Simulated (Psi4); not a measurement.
Run report: InH3Cl (charge −1), molecular dynamics (part 2 of 2)

InH3Cl, charge −1, SMILES [H][In-]([H])([H])[Cl]; TPSS/def2-TZVP, RKS, dispersion D4, core potentials def2 (Psi4 1.11). The geometry comes from this level: GFN2-xTB (4 decimals).

Geometry of the input (Å):
```
In -0.0022  0.0006  -0.1757
Cl 0.0128  -0.0204  2.1636
H  1.6208  0.0134  -0.6709
H  -0.8181  1.4110  -0.6459
H  -0.8134  -1.4046  -0.6711
```

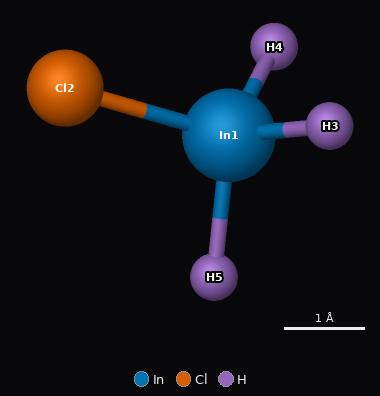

Figure 1. The geometry at step 24 of the log (ball-and-stick view, seen at a tilt; atoms are numbered from 1 in the order of the input).

**Trajectory as extended XYZ, continued**
```
5
Properties=species:S:1:pos:R:3:forces:R:3 step=7 energy=-17746.67790
In   -0.0013    0.0011   -0.1738   -1.1031  -0.0146  -1.0208
Cl    0.0110   -0.0214    2.1600   -0.0024   0.0248   1.6977
H     1.5504   -0.0152   -0.6974    1.8176  -0.0363  -0.4851
H    -0.7681    1.4506   -0.7232   -0.3614   0.4693  -0.0684
H    -0.8275   -1.4376   -0.6624   -0.3505  -0.4431  -0.1124
5
Properties=species:S:1:pos:R:3:forces:R:3 step=8 energy=-17746.67275
In   -0.0012    0.0012   -0.1735   -1.2259  -0.0118  -1.0472
Cl    0.0107   -0.0215    2.1596   -0.0034   0.0303   1.6961
H     1.5441   -0.0193   -0.7022    1.8903  -0.0434  -0.5079
H    -0.7619    1.4577   -0.7345   -0.3361   0.4027  -0.0381
H    -0.8305   -1.4437   -0.6616   -0.3247  -0.3778  -0.0919
5
Properties=species:S:1:pos:R:3:forces:R:3 step=9 energy=-17746.66887
In   -0.0011    0.0012   -0.1733   -1.3318  -0.0084  -1.0792
Cl    0.0104   -0.0217    2.1592   -0.0042   0.0359   1.6934
H     1.5390   -0.0235   -0.7073    1.9436  -0.0505  -0.5250
H    -0.7559    1.4650   -0.7459   -0.3099   0.3343  -0.0066
H    -0.8336   -1.4500   -0.6607   -0.2975  -0.3112  -0.0713
5
Properties=species:S:1:pos:R:3:forces:R:3 step=10 energy=-17746.66639
In   -0.0010    0.0013   -0.1730   -1.4190  -0.0047  -1.1172
Cl    0.0102   -0.0218    2.1589   -0.0048   0.0413   1.6898
H     1.5351   -0.0277   -0.7127    1.9764  -0.0574  -0.5359
H    -0.7501    1.4725   -0.7572   -0.2832   0.2649   0.0257
H    -0.8369   -1.4564   -0.6600   -0.2691  -0.2440  -0.0510
5
Properties=species:S:1:pos:R:3:forces:R:3 step=11 energy=-17746.66536
In   -0.0009    0.0014   -0.1728   -1.4862  -0.0009  -1.1612
Cl    0.0099   -0.0220    2.1585   -0.0052   0.0467   1.6851
H     1.5323   -0.0319   -0.7184    1.9879  -0.0639  -0.5400
H    -0.7445    1.4801   -0.7686   -0.2562   0.1950   0.0586
H    -0.8404   -1.4630   -0.6592   -0.2400  -0.1768  -0.0311
5
Properties=species:S:1:pos:R:3:forces:R:3 step=12 energy=-17746.66576
In   -0.0009    0.0014   -0.1725   -1.5328   0.0027  -1.2112
Cl    0.0096   -0.0221    2.1583   -0.0054   0.0519   1.6797
H     1.5308   -0.0362   -0.7245    1.9780  -0.0699  -0.5370
H    -0.7390    1.4879   -0.7799   -0.2293   0.1253   0.0919
H    -0.8441   -1.4698   -0.6585   -0.2103  -0.1099  -0.0117
5
Properties=species:S:1:pos:R:3:forces:R:3 step=13 energy=-17746.66748
In   -0.0008    0.0015   -0.1723   -1.5587   0.0059  -1.2672
Cl    0.0094   -0.0222    2.1580   -0.0053   0.0571   1.6733
H     1.5304   -0.0405   -0.7308    1.9472  -0.0752  -0.5267
H    -0.7337    1.4958   -0.7911   -0.2027   0.0564   0.1253
H    -0.8478   -1.4766   -0.6578   -0.1803  -0.0440   0.0070
5
Properties=species:S:1:pos:R:3:forces:R:3 step=14 energy=-17746.67035
In   -0.0007    0.0016   -0.1721   -1.5643   0.0084  -1.3288
Cl    0.0091   -0.0224    2.1578   -0.0051   0.0621   1.6663
H     1.5312   -0.0448   -0.7375    1.8962  -0.0796  -0.5092
H    -0.7285    1.5037   -0.8023   -0.1766  -0.0113   0.1585
H    -0.8517   -1.4834   -0.6571   -0.1502   0.0207   0.0249
5
Properties=species:S:1:pos:R:3:forces:R:3 step=15 energy=-17746.67412
In   -0.0007    0.0017   -0.1719   -1.5506   0.0100  -1.3955
Cl    0.0088   -0.0225    2.1576   -0.0046   0.0670   1.6585
H     1.5331   -0.0492   -0.7445    1.8266  -0.0831  -0.4846
H    -0.7234    1.5115   -0.8134   -0.1512  -0.0774   0.1915
H    -0.8556   -1.4902   -0.6563   -0.1202   0.0837   0.0421
5
Properties=species:S:1:pos:R:3:forces:R:3 step=16 energy=-17746.67849
In   -0.0006    0.0017   -0.1717   -1.5190   0.0106  -1.4667
Cl    0.0086   -0.0226    2.1574   -0.0038   0.0718   1.6500
H     1.5361   -0.0537   -0.7518    1.7402  -0.0854  -0.4536
H    -0.7184    1.5194   -0.8244   -0.1267  -0.1414   0.2239
H    -0.8597   -1.4969   -0.6555   -0.0906   0.1448   0.0583
5
Properties=species:S:1:pos:R:3:forces:R:3 step=17 energy=-17746.68311
In   -0.0006    0.0018   -0.1715   -1.4714   0.0100  -1.5418
Cl    0.0083   -0.0228    2.1573   -0.0029   0.0766   1.6411
H     1.5401   -0.0582   -0.7594    1.6389  -0.0866  -0.4165
H    -0.7134    1.5271   -0.8352   -0.1031  -0.2031   0.2557
H    -0.8637   -1.5036   -0.6548   -0.0615   0.2036   0.0735
5
Properties=species:S:1:pos:R:3:forces:R:3 step=18 energy=-17746.68762
In   -0.0006    0.0019   -0.1713   -1.4097   0.0083  -1.6199
Cl    0.0080   -0.0229    2.1571   -0.0018   0.0811   1.6316
H     1.5452   -0.0627   -0.7672    1.5252  -0.0867  -0.3742
H    -0.7086    1.5348   -0.8459   -0.0807  -0.2623   0.2866
H    -0.8679   -1.5102   -0.6539   -0.0330   0.2601   0.0878
5
Properties=species:S:1:pos:R:3:forces:R:3 step=19 energy=-17746.69169
In   -0.0005    0.0019   -0.1711   -1.3363   0.0054  -1.7001
Cl    0.0078   -0.0230    2.1571   -0.0004   0.0856   1.6217
H     1.5511   -0.0673   -0.7752    1.4014  -0.0856  -0.3275
H    -0.7037    1.5422   -0.8564   -0.0595  -0.3187   0.3167
H    -0.8720   -1.5165   -0.6530   -0.0053   0.3139   0.1010
5
Properties=species:S:1:pos:R:3:forces:R:3 step=20 energy=-17746.69499
In   -0.0005    0.0020   -0.1709   -1.2532   0.0013  -1.7815
Cl    0.0075   -0.0232    2.1570    0.0010   0.0899   1.6114
H     1.5579   -0.0720   -0.7834    1.2701  -0.0834  -0.2771
H    -0.6989    1.5495   -0.8667   -0.0394  -0.3723   0.3458
H    -0.8761   -1.5228   -0.6521    0.0216   0.3651   0.1133
5
Properties=species:S:1:pos:R:3:forces:R:3 step=21 energy=-17746.69721
In   -0.0005    0.0021   -0.1708   -1.1629  -0.0039  -1.8633
Cl    0.0072   -0.0233    2.1570    0.0027   0.0941   1.6008
H     1.5654   -0.0767   -0.7918    1.1335  -0.0802  -0.2241
H    -0.6942    1.5566   -0.8768   -0.0207  -0.4229   0.3738
H    -0.8803   -1.5287   -0.6510    0.0474   0.4135   0.1245
5
Properties=species:S:1:pos:R:3:forces:R:3 step=22 energy=-17746.69814
In   -0.0005    0.0022   -0.1706   -1.0672  -0.0100  -1.9445
Cl    0.0070   -0.0234    2.1570    0.0044   0.0982   1.5900
H     1.5737   -0.0815   -0.8003    0.9940  -0.0760  -0.1691
H    -0.6894    1.5634   -0.8867   -0.0033  -0.4704   0.4006
H    -0.8844   -1.5345   -0.6499    0.0721   0.4590   0.1347
5
Properties=species:S:1:pos:R:3:forces:R:3 step=23 energy=-17746.69760
In   -0.0005    0.0022   -0.1705   -0.9683  -0.0172  -2.0245
Cl    0.0067   -0.0235    2.1570    0.0063   0.1022   1.5791
H     1.5825   -0.0863   -0.8090    0.8537  -0.0709  -0.1131
H    -0.6847    1.5699   -0.8964    0.0127  -0.5149   0.4262
H    -0.8884   -1.5399   -0.6488    0.0957   0.5016   0.1439
5
Properties=species:S:1:pos:R:3:forces:R:3 step=24 energy=-17746.69546
In   -0.0005    0.0023   -0.1703   -0.8678  -0.0251  -2.1025
Cl    0.0065   -0.0237    2.1570    0.0082   0.1061   1.5679
H     1.5918   -0.0911   -0.8177    0.7142  -0.0651  -0.0567
H    -0.6799    1.5761   -0.9057    0.0274  -0.5563   0.4506
H    -0.8924   -1.5451   -0.6475    0.1180   0.5413   0.1521
5
Properties=species:S:1:pos:R:3:forces:R:3 step=25 energy=-17746.69170
In   -0.0005    0.0024   -0.1702   -0.7672  -0.0337  -2.1778
Cl    0.0062   -0.0238    2.1571    0.0102   0.1098   1.5567
H     1.6016   -0.0960   -0.8264    0.5772  -0.0587  -0.0007
H    -0.6751    1.5820   -0.9149    0.0408  -0.5946   0.4738
H    -0.8963   -1.5499   -0.6461    0.1391   0.5780   0.1594
5
Properties=species:S:1:pos:R:3:forces:R:3 step=26 energy=-17746.68632
In   -0.0006    0.0024   -0.1701   -0.6678  -0.0428  -2.2499
Cl    0.0059   -0.0239    2.1572    0.0123   0.1135   1.5455
H     1.6117   -0.1009   -0.8351    0.4440  -0.0518   0.0543
H    -0.6703    1.5875   -0.9237    0.0529  -0.6298   0.4956
H    -0.9002   -1.5544   -0.6447    0.1589   0.6119   0.1657
5
Properties=species:S:1:pos:R:3:forces:R:3 step=27 energy=-17746.67941
In   -0.0006    0.0025   -0.1700   -0.5707  -0.0524  -2.3184
Cl    0.0057   -0.0240    2.1573    0.0144   0.1170   1.5342
H     1.6220   -0.1059   -0.8438    0.3156  -0.0444   0.1079
H    -0.6655    1.5927   -0.9323    0.0636  -0.6620   0.5162
H    -0.9039   -1.5586   -0.6431    0.1773   0.6428   0.1712
5
Properties=species:S:1:pos:R:3:forces:R:3 step=28 energy=-17746.67108
In   -0.0006    0.0026   -0.1699   -0.4767  -0.0623  -2.3829
Cl    0.0054   -0.0241    2.1575    0.0165   0.1205   1.5230
H     1.6326   -0.1108   -0.8524    0.1929  -0.0368   0.1597
H    -0.6606    1.5974   -0.9405    0.0731  -0.6912   0.5355
H    -0.9076   -1.5623   -0.6415    0.1944   0.6709   0.1758
5
Properties=species:S:1:pos:R:3:forces:R:3 step=29 energy=-17746.66149
In   -0.0006    0.0026   -0.1698   -0.3864  -0.0724  -2.4432
Cl    0.0051   -0.0243    2.1577    0.0187   0.1239   1.5118
H     1.6432   -0.1158   -0.8610    0.0764  -0.0290   0.2093
H    -0.6557    1.6018   -0.9484    0.0814  -0.7175   0.5535
H    -0.9111   -1.5656   -0.6397    0.2102   0.6961   0.1795
5
Properties=species:S:1:pos:R:3:forces:R:3 step=30 energy=-17746.65085
In   -0.0007    0.0027   -0.1698   -0.3002  -0.0825  -2.4990
Cl    0.0049   -0.0244    2.1579    0.0209   0.1271   1.5007
H     1.6539   -0.1208   -0.8694   -0.0333  -0.0210   0.2565
H    -0.6507    1.6057   -0.9560    0.0885  -0.7408   0.5702
H    -0.9145   -1.5686   -0.6378    0.2245   0.7185   0.1824
5
Properties=species:S:1:pos:R:3:forces:R:3 step=31 energy=-17746.63936
In   -0.0007    0.0028   -0.1697   -0.2184  -0.0927  -2.5503
Cl    0.0046   -0.0245    2.1581    0.0231   0.1303   1.4897
H     1.6646   -0.1259   -0.8776   -0.1361  -0.0131   0.3011
H    -0.6457    1.6091   -0.9632    0.0944  -0.7614   0.5856
H    -0.9178   -1.5711   -0.6359    0.2375   0.7381   0.1845
5
Properties=species:S:1:pos:R:3:forces:R:3 step=32 energy=-17746.62728
In   -0.0007    0.0029   -0.1697   -0.1411  -0.1027  -2.5969
Cl    0.0043   -0.0246    2.1584    0.0253   0.1334   1.4788
H     1.6753   -0.1309   -0.8857   -0.2319  -0.0052   0.3430
H    -0.6406    1.6122   -0.9701    0.0992  -0.7792   0.5998
H    -0.9209   -1.5731   -0.6338    0.2491   0.7550   0.1858
5
Properties=species:S:1:pos:R:3:forces:R:3 step=33 energy=-17746.61484
In   -0.0007    0.0029   -0.1697   -0.0684  -0.1126  -2.6389
Cl    0.0041   -0.0247    2.1586    0.0274   0.1365   1.4680
H     1.6857   -0.1359   -0.8936   -0.3206   0.0026   0.3822
H    -0.6355    1.6147   -0.9767    0.1030  -0.7942   0.6126
H    -0.9239   -1.5747   -0.6316    0.2592   0.7692   0.1864
5
Properties=species:S:1:pos:R:3:forces:R:3 step=34 energy=-17746.60228
In   -0.0008    0.0030   -0.1697   -0.0001  -0.1223  -2.6762
Cl    0.0038   -0.0248    2.1589    0.0296   0.1394   1.4573
H     1.6960   -0.1410   -0.9012   -0.4024   0.0102   0.4186
H    -0.6303    1.6168   -0.9828    0.1056  -0.8066   0.6242
H    -0.9267   -1.5758   -0.6293    0.2680   0.7806   0.1863
5
Properties=species:S:1:pos:R:3:forces:R:3 step=35 energy=-17746.58984
In   -0.0008    0.0031   -0.1697    0.0638  -0.1317  -2.7090
Cl    0.0036   -0.0249    2.1593    0.0317   0.1423   1.4468
H     1.7060   -0.1460   -0.9086   -0.4774   0.0176   0.4523
H    -0.6251    1.6184   -0.9886    0.1073  -0.8163   0.6344
H    -0.9294   -1.5765   -0.6269    0.2754   0.7895   0.1855
5
Properties=species:S:1:pos:R:3:forces:R:3 step=36 energy=-17746.57774
In   -0.0008    0.0031   -0.1697    0.1237  -0.1407  -2.7373
Cl    0.0033   -0.0250    2.1596    0.0338   0.1452   1.4365
H     1.7158   -0.1510   -0.9157   -0.5460   0.0248   0.4834
H    -0.6197    1.6195   -0.9940    0.1080  -0.8234   0.6434
H    -0.9319   -1.5767   -0.6243    0.2813   0.7956   0.1839
5
Properties=species:S:1:pos:R:3:forces:R:3 step=37 energy=-17746.56621
In   -0.0009    0.0032   -0.1697    0.1797  -0.1494  -2.7612
Cl    0.0030   -0.0251    2.1600    0.0360   0.1479   1.4262
H     1.7252   -0.1560   -0.9226   -0.6083   0.0317   0.5119
H    -0.6143    1.6201   -0.9991    0.1077  -0.8279   0.6511
H    -0.9342   -1.5765   -0.6217    0.2859   0.7992   0.1817
5
Properties=species:S:1:pos:R:3:forces:R:3 step=38 energy=-17746.55543
In   -0.0009    0.0032   -0.1698    0.2321  -0.1578  -2.7807
Cl    0.0028   -0.0252    2.1604    0.0380   0.1506   1.4162
H     1.7343   -0.1610   -0.9291   -0.6647   0.0383   0.5378
H    -0.6089    1.6202   -1.0037    0.1065  -0.8297   0.6575
H    -0.9364   -1.5757   -0.6189    0.2890   0.8001   0.1788
5
Properties=species:S:1:pos:R:3:forces:R:3 step=39 energy=-17746.54557
In   -0.0009    0.0033   -0.1698    0.2812  -0.1657  -2.7960
Cl    0.0025   -0.0253    2.1608    0.0401   0.1533   1.4062
H     1.7430   -0.1660   -0.9353   -0.7154   0.0446   0.5614
H    -0.6034    1.6198   -1.0080    0.1044  -0.8289   0.6626
H    -0.9383   -1.5745   -0.6161    0.2906   0.7983   0.1753
5
Properties=species:S:1:pos:R:3:forces:R:3 step=40 energy=-17746.53679
In   -0.0010    0.0034   -0.1699    0.3274  -0.1733  -2.8072
Cl    0.0023   -0.0253    2.1613    0.0422   0.1559   1.3965
H     1.7512   -0.1709   -0.9412   -0.7609   0.0507   0.5827
H    -0.5978    1.6189   -1.0118    0.1013  -0.8255   0.6663
H    -0.9402   -1.5728   -0.6131    0.2907   0.7938   0.1711
```

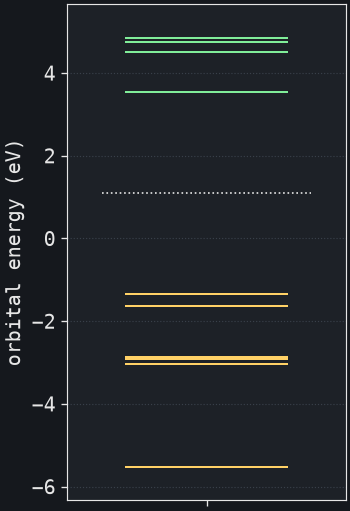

Figure 2. Orbital energies near the frontier; the dotted line parts filled from empty levels, and levels within 0.02 eV of each other stand side by side. Highest filled −1.34 eV, lowest empty 3.54 eV, 4.88 eV apart.

**Results in brief**

```tsv
quantity	value
outcome	finished
trajectory	41 frames kept
potential energy (last step)	−652.173198 hartree
dispersion energy (last step)	−0.005335 hartree
basis functions (last step)	105
HOMO (last step)	−1.34 eV
LUMO (last step)	3.54 eV
hardware	1 thread of Intel Xeon (Granite Rapids), 176 GiB of memory available, shared host
wall time	5.4 min
peak memory	1.7 GiB
```
